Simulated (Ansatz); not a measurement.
# LiCuOF (P4/mmm): short molecular-dynamics run in Python

How do the atoms of LiCuOF (P4/mmm) move over a short run? A script is to give a short molecular-dynamics run; the system is LiCuOF (P4/mmm).

Computed with the Python package of Ansatz 0.2.0. Level of theory: DFT PBEsol, plane waves, PAW.

**1. The structure**

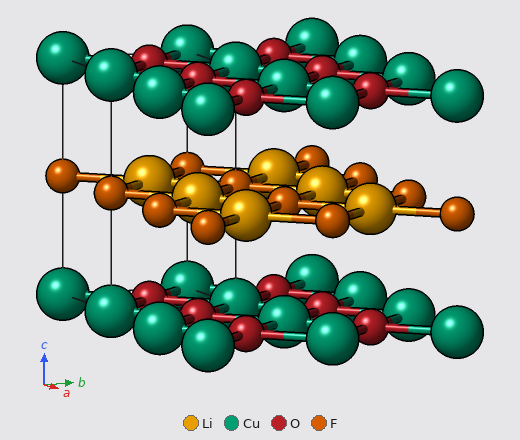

The structure that the script starts from, seen slightly off an axis (lithium amber, copper teal, oxygen red, fluorine orange). 3×2×1 cells are drawn. Atoms on cell faces are repeated.

The script reads licuof.cif:

```cif
data_LiCuOF
_cell_length_a 2.794498
_cell_length_b 2.794498
_cell_length_c 4.988393
_cell_angle_alpha 90.00000
_cell_angle_beta 90.00000
_cell_angle_gamma 90.00000
_symmetry_space_group_name_H-M 'P 1'
_symmetry_Int_Tables_number 1
loop_
_symmetry_equiv_pos_as_xyz
'x, y, z'
loop_
_atom_site_label
_atom_site_type_symbol
_atom_site_fract_x
_atom_site_fract_y
_atom_site_fract_z
Li1 Li    0.500000    0.500000    0.500000
Cu2 Cu    0.000000    0.000000    0.000000
O3 O    0.500000    0.500000    0.000000
F4 F    0.000000    0.000000    0.500000
```

**2. Script**

The input, md_licuof.py:

```python
"""Born-Oppenheimer dynamics of LiCuOF."""

import warnings

import ansatz as az
from ase import Atoms
from ase.io import read
from ase.neighborlist import neighbor_list
import matplotlib.pyplot as plt
import numpy as np

warnings.simplefilter("ignore", az.DeckWarning)

atoms = read("licuof.cif")
system = az.Crystal.from_ase(atoms)

# a small cell and a short run: a test of the set-up, no statistics
calculation = (
    system.supercell(2, 1, 1).calculation()
    .functional("pbesol")
    .kpoints(2, 3, 2, center="gamma")  # sampling of the Brillouin zone
    .occupations("fermi_dirac", width=100 * az.meV)
    .md("nve", timestep=1.0, steps=25, temperature=2000, initial_velocities="maxwell_boltzmann", seed=112)
)
steps = []


def collect(event):
    if event["event"] == "md_step":
        steps.append(event["data"])


result = calculation.session().plan().execute(on_event=collect)
data = result.report

print(" step   t (fs)     E_pot (eV)   E_kin (eV)    T (K)")
for s in steps[::1]:
    print(f"{s['step']:5d} {s['time_fs']:8.1f} {s['lagrangian_ev']:14.4f} {s['e_kin_ev']:12.4f} {s['temperature_k']:8.1f}")

temperature = np.array([s["temperature_k"] for s in steps])
print(f"mean temperature of the second half {temperature[len(steps) // 2 :].mean():.1f} K")

time = [s["time_fs"] for s in steps]
fig, ax = plt.subplots(figsize=(5, 3))
ax.plot(time, [s["lagrangian_ev"] - steps[0]["lagrangian_ev"] for s in steps], label="potential")
ax.plot(time, [s["e_kin_ev"] for s in steps], label="kinetic")
ax.set(xlabel="time (fs)", ylabel="energy (eV)")
ax.legend()
fig.tight_layout()
fig.savefig("md.png", dpi=100)

symbols = [site.symbol for site in result.lattice.sites]
pairs = np.concatenate([neighbor_list("d", Atoms(symbols, positions=s["positions_ang"], cell=result.lattice.cell_ang, pbc=True), 4.5) for s in steps[len(steps) // 2 :]])
counts, edges = np.histogram(pairs, bins=np.arange(0.5, 4.51, 0.25))
for low, count in zip(edges, counts / (len(symbols) * len(steps[len(steps) // 2 :]))):
    print(f"{low:4.2f}-{low + 0.25:4.2f} A  {count:6.2f} neighbours an atom")

with open("trajectory.xyz", "w") as handle:
    for s in steps[::5]:
        handle.write(f"{len(s['positions_ang'])}\nt = {s['time_fs']} fs\n")
        for site, xyz in zip(result.lattice.sites, s["positions_ang"]):
            handle.write("{} {:.4f} {:.4f} {:.4f}\n".format(site.symbol, *xyz))
```

**3. The calls as engine input**

The package turns the script's settings into the engine's input:

```yaml
crystal:
  lattice:
    - [2.794498, 0.0, 0.0]
    - [0.0, 2.794498, 0.0]
    - [0.0, 0.0, 4.988393]
  atoms:
    - { symbol: Li, position: [0.49999999999999994, 0.49999999999999994, 0.5] }
    - { symbol: Cu, position: [0.0, 0.0, 0.0] }
    - { symbol: O, position: [0.49999999999999994, 0.49999999999999994, 0.0] }
    - { symbol: F, position: [0.0, 0.0, 0.5] }
  supercell: [2, 1, 1]
kpoints:
  mp_grid:
    grid: [2, 3, 2]
    shift: [0.0, 0.0, 0.0]
hamiltonian:
  xc: pbesol
scf:
  occupations:
    method: fermi_dirac
    width: 0.1
md:
  timestep: 1.0
  n_steps: 25
  ensemble: nve
  temperature: 2000.0
  initial_velocities: maxwell_boltzmann
  seed: 112
```

**4. The run**

The run is started by

```console
$ python md_licuof.py
```

What it wrote:

```text
 step   t (fs)     E_pot (eV)   E_kin (eV)    T (K)
    0      0.0    -16308.6640       1.8096   2000.0
    1      1.0    -16308.6580       1.8037   1993.4
    2      2.0    -16308.6402       1.7858   1973.7
    3      3.0    -16308.6103       1.7559   1940.6
    4      4.0    -16308.5685       1.7142   1894.5
    5      5.0    -16308.5151       1.6608   1835.5
    6      6.0    -16308.4507       1.5965   1764.4
    7      7.0    -16308.3763       1.5221   1682.3
    8      8.0    -16308.2934       1.4393   1590.7
    9      9.0    -16308.2038       1.3499   1491.9
   10     10.0    -16308.1100       1.2563   1388.4
   11     11.0    -16308.0149       1.1613   1283.5
   12     12.0    -16307.9215       1.0681   1180.5
   13     13.0    -16307.8333       0.9801   1083.1
   14     14.0    -16307.7532       0.9002    994.9
   15     15.0    -16307.6843       0.8314    918.8
   16     16.0    -16307.6287       0.7759    857.5
   17     17.0    -16307.5879       0.7351    812.4
   18     18.0    -16307.5625       0.7097    784.3
   19     19.0    -16307.5522       0.6994    772.9
   20     20.0    -16307.5559       0.7030    776.9
   21     21.0    -16307.5718       0.7187    794.3
   22     22.0    -16307.5976       0.7443    822.6
   23     23.0    -16307.6305       0.7770    858.8
   24     24.0    -16307.6677       0.8141    899.7
   25     25.0    -16307.7064       0.8526    942.3
mean temperature of the second half 870.7 K
0.50-0.75 A    0.00 neighbours an atom
0.75-1.00 A    0.00 neighbours an atom
1.00-1.25 A    0.00 neighbours an atom
1.25-1.50 A    0.00 neighbours an atom
1.50-1.75 A    0.69 neighbours an atom
1.75-2.00 A    1.37 neighbours an atom
2.00-2.25 A    1.58 neighbours an atom
2.25-2.50 A    1.58 neighbours an atom
2.50-2.75 A    1.04 neighbours an atom
2.75-3.00 A    4.79 neighbours an atom
3.00-3.25 A    4.02 neighbours an atom
3.25-3.50 A    3.38 neighbours an atom
3.50-3.75 A    4.02 neighbours an atom
3.75-4.00 A    4.77 neighbours an atom
4.00-4.25 A    4.52 neighbours an atom
4.25-4.50 A    4.13 neighbours an atom
```

Wall time 37 s (1 thread of Arm Neoverse V2, shared host); peak memory 0.48 GiB.

It wrote trajectory.xyz:

```xyz
8
t = 0.0 fs
Li 1.3972 1.3972 2.4942
Cu 0.0000 0.0000 0.0000
O 1.3972 1.3972 0.0000
F 0.0000 0.0000 2.4942
Li 4.1917 1.3972 2.4942
Cu 2.7945 0.0000 0.0000
O 4.1917 1.3972 0.0000
F 2.7945 0.0000 2.4942
8
t = 5.0 fs
Li 1.2626 1.3984 2.5020
Cu -0.0219 -0.0141 -0.0345
O 1.4608 1.4394 -0.0146
F 0.0792 0.0283 2.5191
Li 4.1434 1.3809 2.5678
Cu 2.7977 0.0127 0.0333
O 4.2387 1.3130 0.0056
F 2.7516 0.0173 2.4512
8
t = 10.0 fs
Li 1.1531 1.4039 2.5090
Cu -0.0410 -0.0291 -0.0685
O 1.5161 1.4792 -0.0294
F 0.1481 0.0548 2.5440
Li 4.0918 1.3655 2.6387
Cu 2.8010 0.0251 0.0666
O 4.2800 1.2371 0.0096
F 2.7132 0.0338 2.4092
8
t = 15.0 fs
Li 1.0965 1.4230 2.5135
Cu -0.0542 -0.0473 -0.1016
O 1.5560 1.5147 -0.0451
F 0.1950 0.0761 2.5694
Li 4.0334 1.3515 2.7046
Cu 2.8044 0.0373 0.0999
O 4.3082 1.1798 0.0109
F 2.6835 0.0489 2.3695
8
t = 20.0 fs
Li 1.1096 1.4616 2.5130
Cu -0.0588 -0.0708 -0.1336
O 1.5758 1.5438 -0.0623
F 0.2121 0.0901 2.5954
Li 3.9678 1.3392 2.7639
Cu 2.8080 0.0498 0.1333
O 4.3163 1.1504 0.0096
F 2.6654 0.0621 2.3331
8
t = 25.0 fs
Li 1.1863 1.5106 2.5066
Cu -0.0542 -0.1001 -0.1646
O 1.5744 1.5651 -0.0816
F 0.1991 0.1003 2.6223
Li 3.9001 1.3299 2.8160
Cu 2.8116 0.0629 0.1666
O 4.3038 1.1518 0.0053
F 2.6594 0.0725 2.3017
```

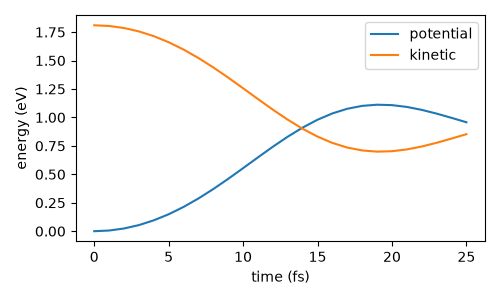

The script's own figure, md.png.

**5. What the script built**

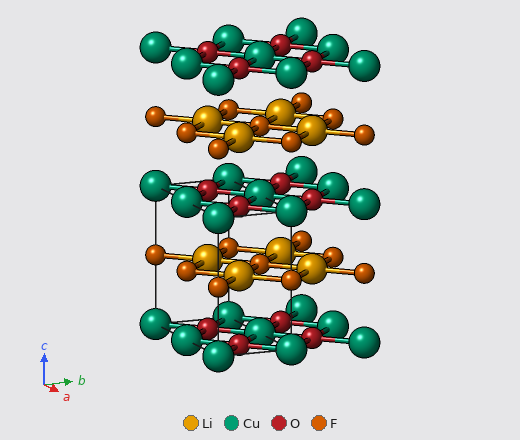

The cell of the run as the script built it (8 atoms; lithium amber, copper teal, oxygen red, fluorine orange).

**6. The run's own record**

From the engine's report, whether the script printed it or not:

```csv
item,value
SCF cycles in all,136
k-points solved,8
plane waves,1559
bands,43
valence electrons,70
free energy (eV),-16307.70637
Fermi level (eV),7.542
"lowest empty less highest filled level on the mesh, by band count (eV)",-0.540
```

**7. Frames and traces**

Step by step:

```
time (fs)  T (K)  change of potential energy (meV/atom)  change of conserved energy (meV/atom)  mean square move (Å²)
      0.0   2000                                    0.0                                   0.00                 0.0000
      1.0   1993                                    0.7                                   0.00                 0.0003
      2.0   1974                                    3.0                                   0.00                 0.0012
      3.0   1941                                    6.7                                   0.00                 0.0026
      4.0   1894                                   11.9                                   0.00                 0.0046
      5.0   1835                                   18.6                                   0.00                 0.0071
      6.0   1764                                   26.7                                   0.00                 0.0100
      7.0   1682                                   36.0                                   0.01                 0.0133
      8.0   1591                                   46.3                                   0.03                 0.0171
      9.0   1492                                   57.5                                   0.04                 0.0210
     10.0   1388                                   69.2                                   0.07                 0.0252
     11.0   1283                                   81.1                                   0.09                 0.0295
     12.0   1181                                   92.8                                   0.11                 0.0339
     13.0   1083                                  103.8                                   0.14                 0.0382
     14.0    995                                  113.8                                   0.16                 0.0424
     15.0    919                                  122.5                                   0.18                 0.0465
     16.0    857                                  129.4                                   0.19                 0.0503
     17.0    812                                  134.5                                   0.20                 0.0539
     18.0    784                                  137.7                                   0.19                 0.0572
     19.0    773                                  139.0                                   0.18                 0.0602
     20.0    777                                  138.5                                   0.17                 0.0630
     21.0    794                                  136.5                                   0.15                 0.0655
     22.0    823                                  133.3                                   0.13                 0.0678
     23.0    859                                  129.2                                   0.11                 0.0698
     24.0    900                                  124.5                                   0.09                 0.0718
     25.0    942                                  119.7                                   0.07                 0.0736
```

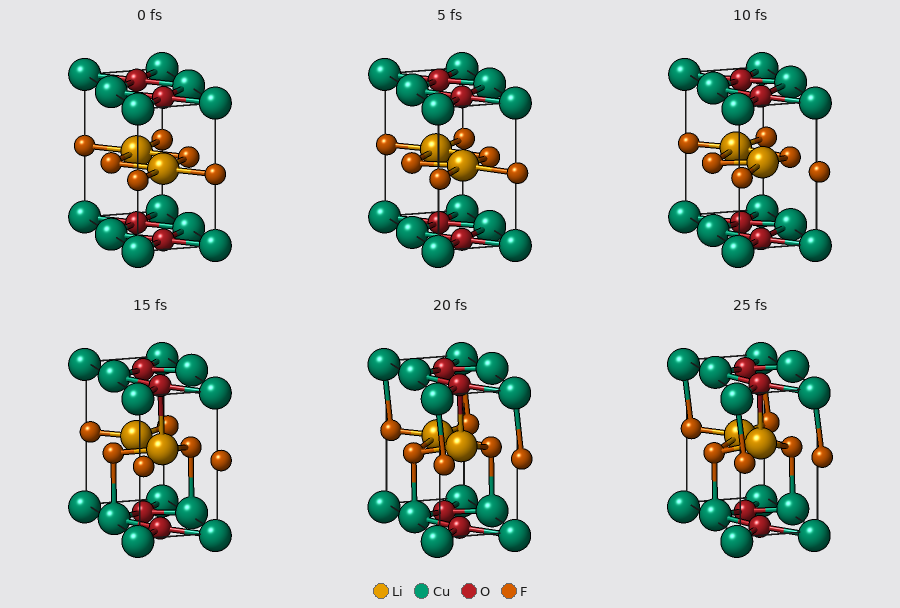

Six frames of the run. Sticks are drawn by distance alone, so a stretched bond can lose its stick. Atoms on the cell's faces are repeated.

Positions (Å) and forces (eV/Å) at 25.0 fs:

```xyz
8
Lattice="5.589 0.000 0.000 0.000 2.794 0.000 0.000 0.000 4.988" Properties=species:S:1:pos:R:3:forces:R:3 pbc="T T T"
Li    1.186    1.511    2.507    1.102   -0.129   -0.126
Cu   -0.054   -0.100   -0.165    1.888   -0.986    0.338
O     1.574    1.565   -0.082   -1.192   -0.550   -0.111
F     0.199    0.100    2.622   -1.881    0.110    0.024
Li    3.900    1.330    2.816    0.234    0.141   -0.181
Cu    2.812    0.063    0.167   -0.144   -0.003   -0.252
O     4.304    1.152    0.005   -0.850    1.675   -0.265
F     2.659    0.073    2.302    0.842   -0.257    0.572
```

**8. Outcome**

| quantity | value |
| --- | --- |
| free energy | -16307.7064 eV (of the supercell) |
| length of the run | 25 steps, 25 fs |
| mean temperature, second half | 871 K |
| farthest move | 0.44 Å |
| largest change of the conserved energy | 0.20 meV/atom |

**Reading.** The temperature swings between 773 and 2000 K, with a mean of 871 K in the second half; from a start near a minimum about half of the kinetic energy passes into potential energy. The conserved energy stays within 0.20 meV/atom, so the time step holds. 25 fs show the first vibrations only, not equilibrium. The run is spin-unpolarised. For a metal this mesh is coarse. Without a Hubbard U or exact exchange, semilocal functionals often make such 3d compounds metallic or too weakly gapped. The structure comes from a database of computed cells and needn't be a stable or known phase. A small cell, a coarse mesh and a very short run: it shows the set-up and gives no equilibrium averages.
